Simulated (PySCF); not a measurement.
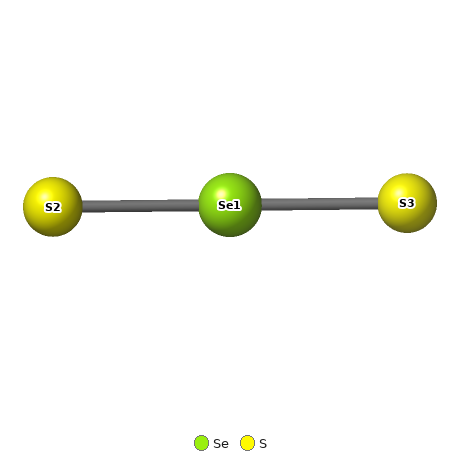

Rigid scan of SeS₂²⁺, singlet, from a minimum of the shape that electron-pair counting expects: all bonds to atom 1 scaled (atom 1 is the central atom). PBE0/def2-TZVP with PySCF, restricted determinant, no spin-orbit coupling; energies counted from the minimum. Splines pass through the computed points, which are marked.

> What does it cost to go to either end of the scan?

261.2 kJ/mol at 0.88 and 499.1 kJ/mol at 1.35.

> Give the computed values.

In kJ/mol:
```csv
scale of the bond length,PBE0
0.88,261.2
0.92,100.1
0.96,21.7
1.00,0.0
1.04,16.4
1.08,57.5
1.14,145.7
1.22,283.0
1.35,499.1
```

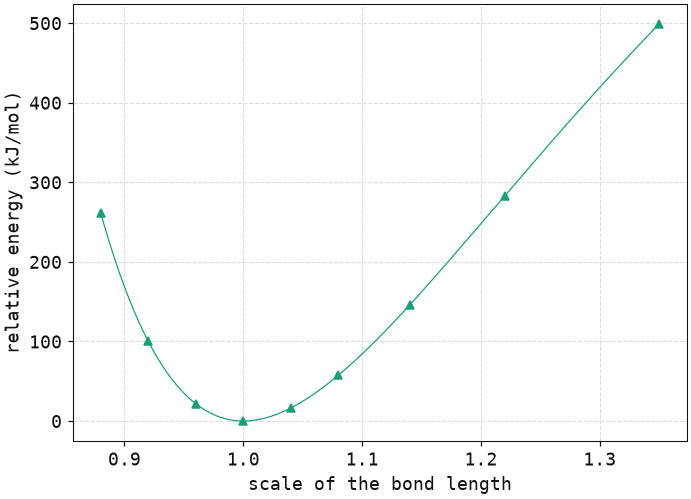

Known limits of this run: no scalar relativity.
